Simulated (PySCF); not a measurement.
**C₄H₆OSSi (SMILES O[SiH2]c1cccs1): density, localisation and related maps**

Input

```
{"job": {"kind": "uv", "xc": "B3LYP", "basis": "def2-SVPD", "nstates": 8, "ntriplets": 3}, "charge": 0, "multiplicity": 1}
O     -2.740270     1.143828    -0.444396
Si    -2.017501    -0.271862    -0.123094
C     -0.154115    -0.053547     0.002648
C      0.768062    -0.908117     0.529703
C      2.097992    -0.442723     0.450325
C      2.183463     0.774146    -0.144731
S      0.641747     1.365296    -0.612582
H     -2.409588     1.748342    -1.103526
H     -2.588454    -0.636279     1.165738
H     -2.283459    -1.246752    -1.186290
H      0.493270    -1.851331     0.968359
H      2.949086    -0.986909     0.820222
H      3.055378     1.366395    -0.340104
```

Command:

```sh
OMP_NUM_THREADS=1 python probes_run.py task.json out
```

Geometry: GFN2-xTB.

Method: B3LYP/def2-SVPD, SCF density, gas phase (PySCF 2.14.0).

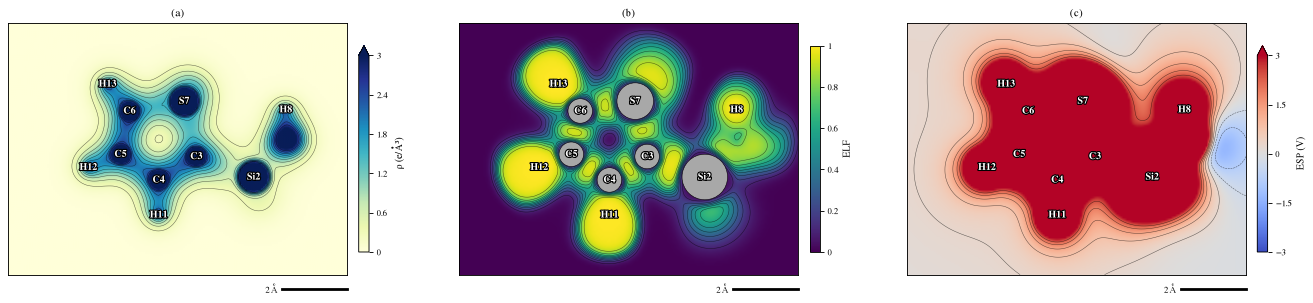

Figure 1. (a) electron density; (b) ELF; (c) molecular electrostatic potential on the plane of atoms C5, C6 and S7. Grey discs cover the atomic cores in the ELF map.

### What do the fields say about this system?

- The plane passes through Si, C, S and H nuclei.
- C–C (1.36 Å): the density is about 2.2 e/Å³ at the midpoint; the ELF peaks at about 0.95 between the atoms: a covalent bond.
- C–S (1.72 Å): ρ at the midpoint is about 1.5 e/Å³; the ELF peaks at about 0.90 between the atoms: a covalent bond.
- C–Si (1.88 Å): ρ is about 0.95 e/Å³ halfway; the ELF peaks at about 0.95 between the atoms (localised, covalent bonding).
- C–C (1.41 Å): the density is about 2 e/Å³ at the midpoint; the ELF peaks at about 0.95 between the atoms: a covalent bond.
- C–H (1.07 Å): the density is about 2 e/Å³ at the midpoint; the ELF climbs to about 1 towards the hydrogen, as it does in any bond to H (a covalent bond by its length).
- The ELF also peaks beside O1 and S7, away from the bonds: lone-pair regions.
- Outside the dense part of the molecule the potential is most negative (−1.3 V) near O1, which lies off the plane.

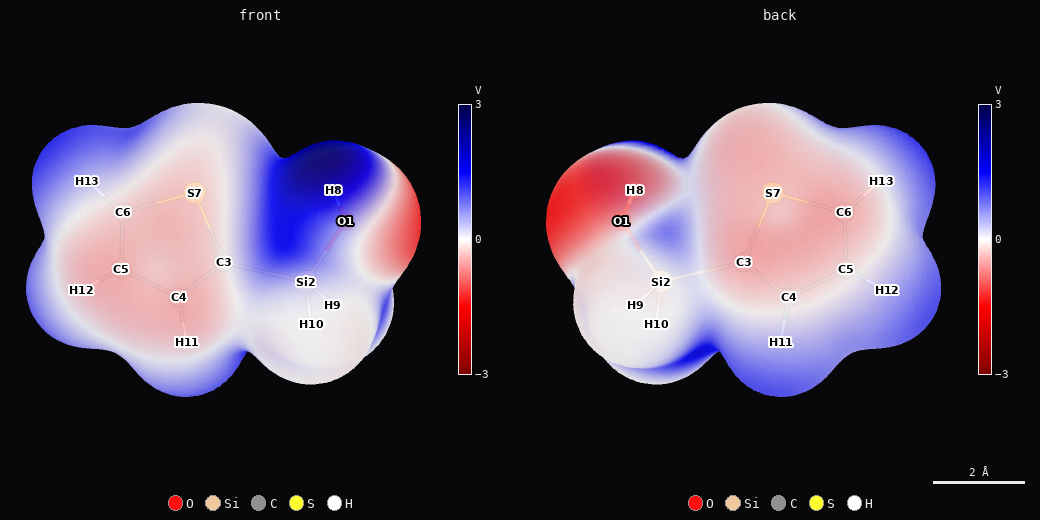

Figure 2. The electrostatic potential painted on the density surface at 0.002 e/bohr³, seen from the front and from behind; the colour scale runs from red (negative) to blue (positive).

### Where is the surface potential most negative and most positive?

The most negative region (about −1.3 V, or −30 kcal/mol for a unit charge) lies over O1, the most positive (about +2.5 V, or +58 kcal/mol for a unit charge) over H8. O1 is the likeliest acceptor of a hydrogen bond.

### How polar is the molecule by this calculation?

Its dipole moment is 1.64 D.
